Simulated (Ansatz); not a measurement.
# UCCSD(T)/cc-pVDZ run of PH (SMILES [PH])

What is the electronic atomisation energy of PH at UCCSD(T)/cc-pVDZ? 

The results are computed with Ansatz 0.2.0.

52 further runs of the same task are left out: 52 set aside as unsound or not needed.

**1. The structure to begin with**

PH has 2 atoms, charge 0, and is taken as a triplet. SMILES: `[PH]`. The coordinates come from a PBE0-D4/def2-TZVP relaxation.

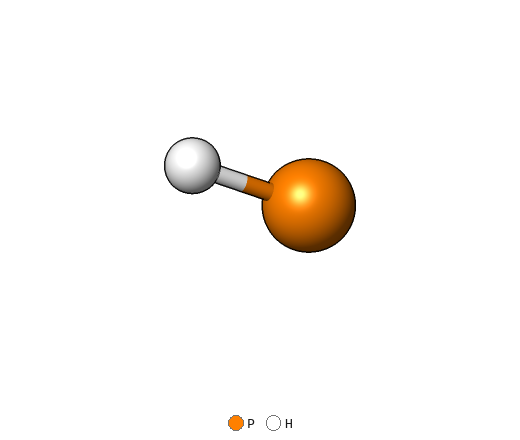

Viewed from a chosen angle; phosphorus orange, hydrogen white.

**2. A single-point energy at UCCSD(T)/cc-pVDZ**

run.yaml reads:

```yaml
crystal:
  periodic: [false, false, false]
  atoms:
    - symbol: P
      position_ang: [-0.000000, -0.000000, -0.014610]
    - symbol: H
      position_ang: [0.000000, 0.000000, 1.413680]
basis:
  gaussian:
    orbitals: cc-pVDZ
magnetization:
  spin_polarized: true
  initial_magnetization: 2
correlation:
  method: ccsd_t
  frozen_orbitals: {H: 0, P: 5}
accuracy: high
scf:
  omitted_lower_state_checks: [cluster_reference, increment]
```

Run with:

```sh
$ ansatz run run.yaml --threads 1 --pin off --max-ram 3480MiB --events-out events.jsonl --progress --plain --runs-dir runs
```

Log:

```text
Warning: RAYON_NUM_THREADS=1 ignored (pool sized by the plan → 1); use --threads N
[... 11 lines left out ...]
5 core orbitals not correlated: weight in the atoms' cores, before any rotation towards them, 1.000 or more for the frozen orbitals, at most 0.000 for the correlated occupied ones
[... 21 lines left out ...]
Total energy: -9289.77437792 eV, -341.3929115535 hartree
Checks for a lower state left out: cluster_reference, increment
```

It took 0.32 s on 1 thread of Arm Neoverse V2, shared host.

**3. The H atom: the energy at UHF/cc-pVDZ**

molecule.yaml reads:

```yaml
crystal:
  periodic: [false, false, false]
  atoms:
    - symbol: H
      position_ang: [0.000000, 0.000000, 0.000000]
basis:
  gaussian: {orbitals: cc-pVDZ}
magnetization: {spin_polarized: true, initial_magnetization: 1}
accuracy: high
hamiltonian: {xc: hf}
```

Run the same way, it converges to -0.49928 Eh (log not shown).

**4. The P atom**

in.yaml reads:

```yaml
crystal:
  periodic: [false, false, false]
  atoms:
    - {symbol: P, position_ang: [0.000000, 0.000000, 0.000000]}
basis:
  gaussian: {orbitals: cc-pVDZ}
magnetization: {spin_polarized: true, initial_magnetization: 3}
scf: {omitted_lower_state_checks: [cluster_reference, increment]}
correlation: {method: ccsd_t, frozen_orbitals: {P: 5}}
accuracy: high
```

Run the same way, it converges to -340.79133 Eh (log not shown).

**5. Summary of results**

At UCCSD(T)/cc-pVDZ, 5 core orbitals frozen:

| quantity | value |
| --- | --- |
| molecule: total energy | -341.39291 Eh |
| molecule: correlation energy (5 core orbitals frozen) | -106.8 mEh |
| molecule: (T) correction | -1.93 mEh |
| molecule: ⟨S²⟩ of the reference determinant | 2.021 |
| molecule: T1 diagnostic | 0.015 |
| H atom: total energy | -0.49928 Eh |
| H atom: ⟨S²⟩ | 0.750 |
| P atom: total energy | -340.79133 Eh |
| P atom: correlation energy (5 core orbitals frozen) | -82.3 mEh |
| P atom: (T) correction | -1.01 mEh |
| P atom: ⟨S²⟩ of the reference determinant | 3.750 |
| P atom: T1 diagnostic | 0.003 |
| electronic atomisation energy | 2.784 eV |

What this shows: Taking the molecule apart into free atoms costs 2.78 eV (64 kcal/mol), before zero-point energy and without spin-orbit coupling. The triples (molecule) make up 1.8 % of the correlation energy. The triples (P atom) make up 1.2 % of the correlation energy.
